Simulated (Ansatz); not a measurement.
## Electronic structure of ClH3S3Zr (SMILES [SH][Zr]([SH])([SH])[Cl]) in real space

The calculation's input:

```
crystal:
  periodic: [false, false, false]
  atoms:
    - {symbol: S, position_ang: [0.131551, 1.328917, 1.747383]}
    - {symbol: Zr, position_ang: [-0.429182, -0.350141, 0.099382]}
    - {symbol: S, position_ang: [0.120957, 0.532972, -2.091925]}
    - {symbol: S, position_ang: [1.030051, -2.211680, 0.596511]}
    - {symbol: Cl, position_ang: [-2.678971, -0.946904, 0.207289]}
    - {symbol: H, position_ang: [-0.943763, 2.055409, 1.373764]}
    - {symbol: H, position_ang: [0.934220, 1.438066, -1.510505]}
    - {symbol: H, position_ang: [1.835138, -1.846660, -0.421899]}
basis:
  gaussian: {orbitals: def2-TZVPP}
hamiltonian: {xc: pbe0, dispersion: d4}
output: {orbitals: {seedname: orbitals}}
```

Launched as:

```sh
ansatz run in.yaml --threads 2 --pin off --events-out ev --progress --plain --max-ram 32768MiB --backend cpu
```

Geometry: PBE0-D4/def2-TZVP; core potentials replace the inner electrons of Zr.

The calculation used RKS PBE0-D4/def2-TZVPP (Ansatz).

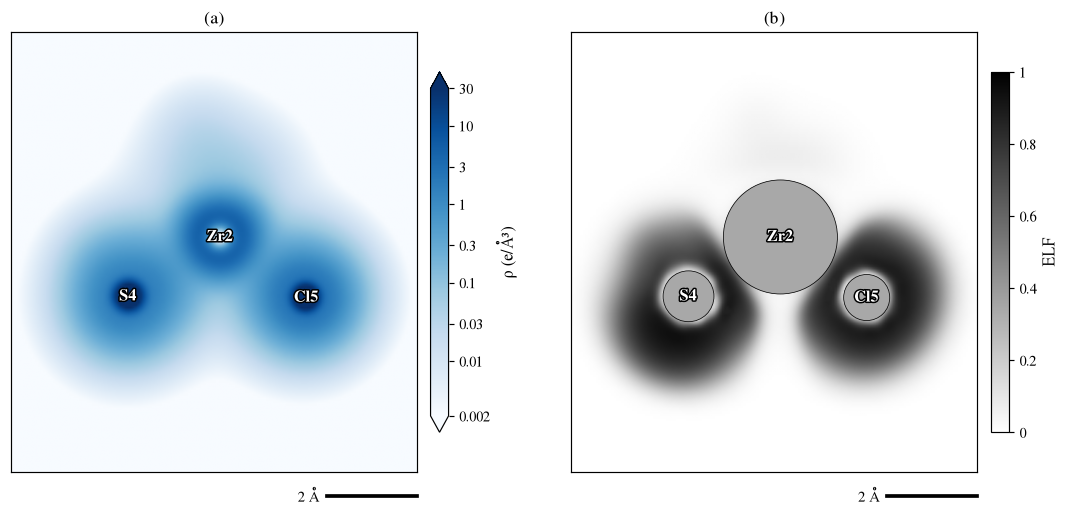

Figure 1. (a) electron density; (b) ELF on the plane of atoms S4, Zr2 and Cl5. Grey discs cover the atomic cores in the ELF map.

> Describe what can be read from this map.

- Atoms in the plane: Zr, S and Cl.
- Zr–Cl (2.33 Å): the density is about 0.63 e/Å³ at the midpoint; the ELF peaks at about 0.85 in the valence shell of Cl, 0.8 Å from its nucleus, and is about 0.35 at the midpoint.
- Zr–S (2.42 Å): the density is about 0.61 e/Å³ at the midpoint; the ELF peaks at about 0.85 in the valence shell of S, 0.9 Å from its nucleus, and is about 0.50 at the midpoint.

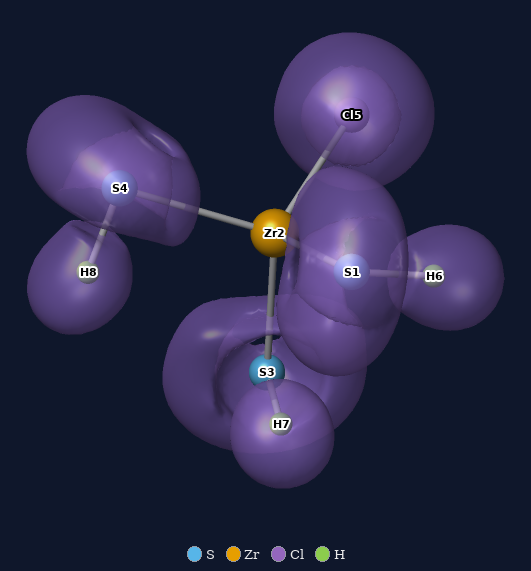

Figure 2. Isosurface of the electron localisation function at 0.8 (purple), seen at a tilt. Only the valence region is drawn (cores and ρ < 0.01 e/Å³ removed).

> Where are the electrons localised?

At this value the surface marks out three regions around hydrogen nuclei, one region wrapped around Cl (its valence shell) and three regions wrapped around S (the valence shell of each).

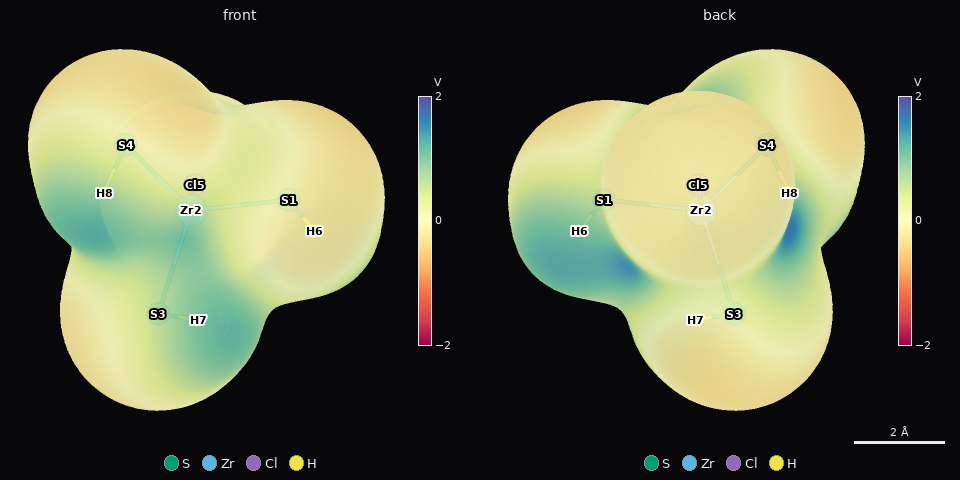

Figure 3. The electrostatic potential painted on the density surface at 0.001 e/bohr³, seen from the front and from behind; red is negative and blue positive.

> Describe the electrostatic potential map.

The most negative region (about −0.4 V) lies over S1, S3 and S4, the most positive (about +1.6 V) over Zr2.
